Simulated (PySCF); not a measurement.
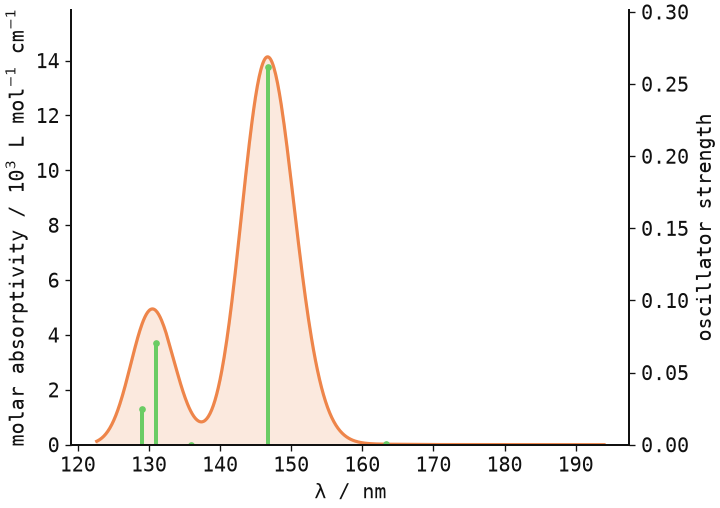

Vertical TDDFT excitations, PBE0/aug-cc-pVTZ in PySCF 2.14.0, at a PBE0-D3(BJ)/def2-SVP geometry (no frequency check), gas phase. Only the first 10 singlet excitations are included; each is broadened by a Gaussian of 1/e half-width 0.30 eV. Sticks give oscillator strengths (right axis). States within 0.01 eV of each other are merged, with their strengths summed. The highest state may be half of a pair whose partner wasn't computed.

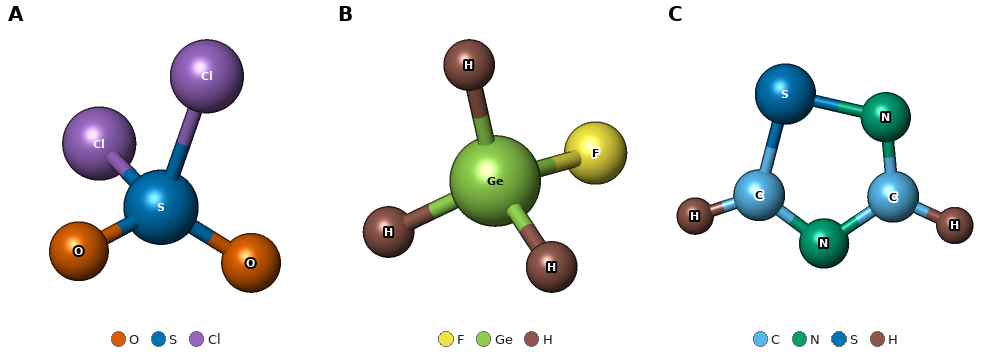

Which molecule gives this spectrum? Choose among the lettered structures.

Structure B, GeH₃F (monofluorogermane), SMILES [F][GeH3], singlet. Its lowest singlet lies at 7.59 eV (f = 0.000) and the brightest of those computed is S3/S4 at 8.45 eV (147 nm), f = 0.262, mainly HOMO/HOMO−1 → LUMO+1.

Note: core orbitals are frozen in the response.
